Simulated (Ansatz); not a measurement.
# Cl$_{3}$GaH$_{2}$Si: what the fields show

Input

```
basis:
  gaussian:
    orbitals: def2-TZVPD
crystal:
  periodic: [false, false, false]
  atoms:
    - {symbol: Cl, position_ang: [-0.197682, 2.211350, -0.547365]}
    - {symbol: Cl, position_ang: [-0.783791, -2.390872, 1.404113]}
    - {symbol: Cl, position_ang: [-2.580475, 0.103050, 3.353619]}
    - {symbol: Ga, position_ang: [-1.751148, -0.448220, 1.425301]}
    - {symbol: Si, position_ang: [-1.880374, 0.986893, -0.530071]}
    - {symbol: H, position_ang: [-3.088826, 1.842518, -0.463172]}
    - {symbol: H, position_ang: [-1.886811, 0.172234, -1.768301]}
magnetization:
  spin_polarized: false
hamiltonian:
  xc: pbe0
output: {forces: true, orbitals: {seedname: orbitals}}
```

Launched as:

```sh
ansatz run input.yaml --threads 2 --pin off --max-ram 4350MiB --events-out events.jsonl --progress --plain --runs-dir runs
```

Geometry: B3LYP/6-31G*.

Level of theory: Ansatz, isolated molecule in a Gaussian basis; Kohn-Sham density functional theory, functional PBE0.

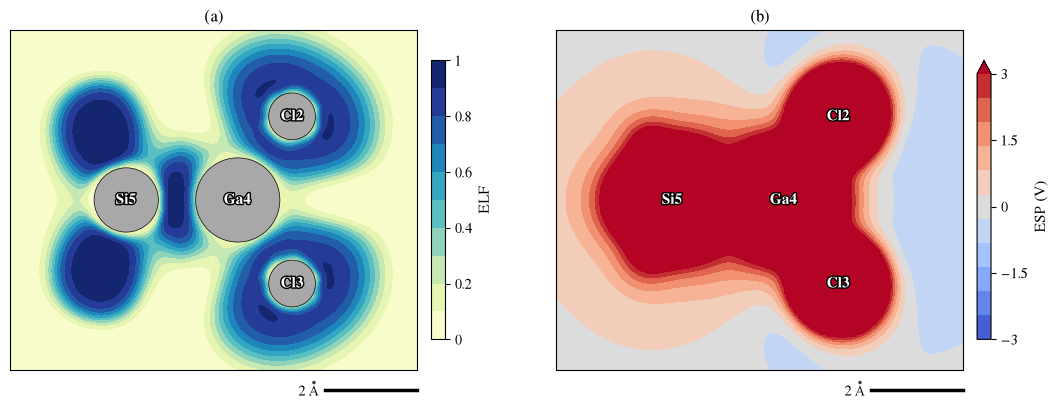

Figure 1. (a) electron localisation function; (b) electrostatic potential on the plane of atoms Cl2, Ga4 and Si5. Grey discs cover the atomic cores in the ELF map.

What does the map show?

Answer.
- The plane passes through Cl, Ga and Si nuclei.
- Ga–Cl (2.17 Å): the ELF peaks at about 0.80 in the valence shell of Cl, 0.8 Å from its nucleus, and is about 0.60 at the midpoint.
- Ga–Si (2.43 Å): the ELF peaks at about 0.95 between the atoms: localised, covalent bonding.
- The ELF also peaks beside Cl3 and Cl2, away from the bonds: lone-pair regions.
- Outside the dense part of the molecule the potential is most negative (−0.6 V) near Cl2 and Cl3.

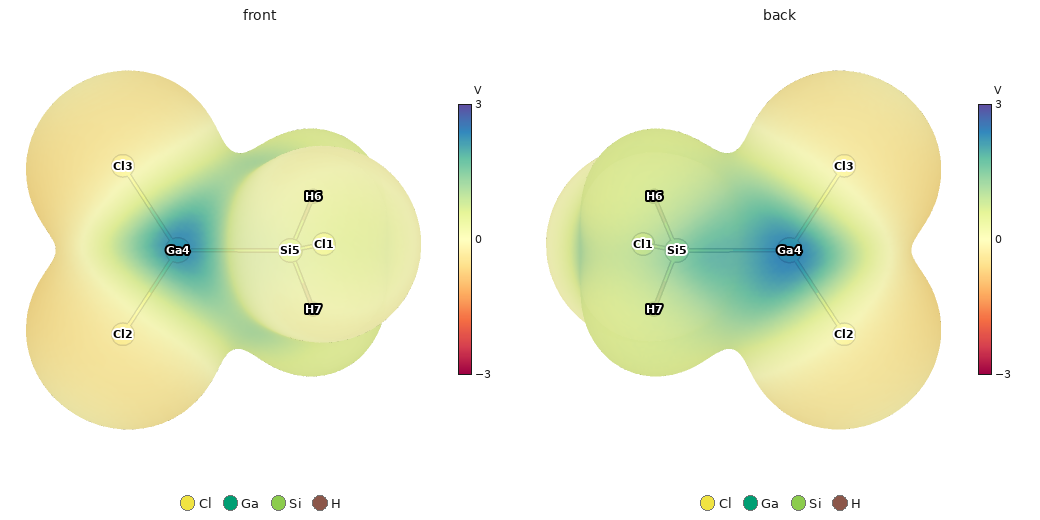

Figure 2. The molecular electrostatic potential painted on the density surface at 0.001 e/bohr³, seen from the front and from behind; the colour scale runs from red (negative) to blue (positive).

Describe the electrostatic potential map.

Answer. The most negative region (about −0.6 V) lies over Cl2 and Cl3, the most positive (about +2.3 V) over Ga4.

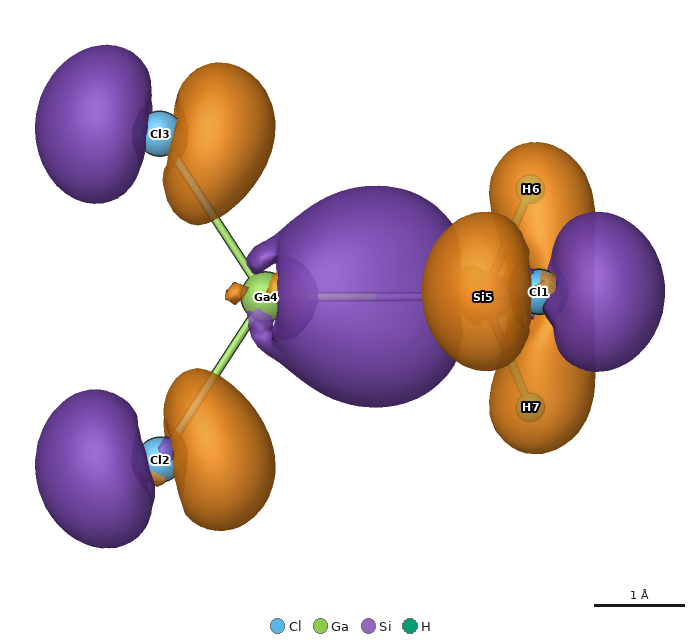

Figure 3. The HOMO at ±0.1 Å⁻³ᐟ² (orange and purple are the two phases), seen across its widest extent.

Where does this orbital lie, and at what energy?

Answer. Its weight (Hirshfeld) is mainly on Si5 (about 20 %), Ga4 (about 20 %), Cl1 (about 20 %), Cl2 (about 15 %) and Cl3 (about 15 %). Its energy is −8.43 eV.
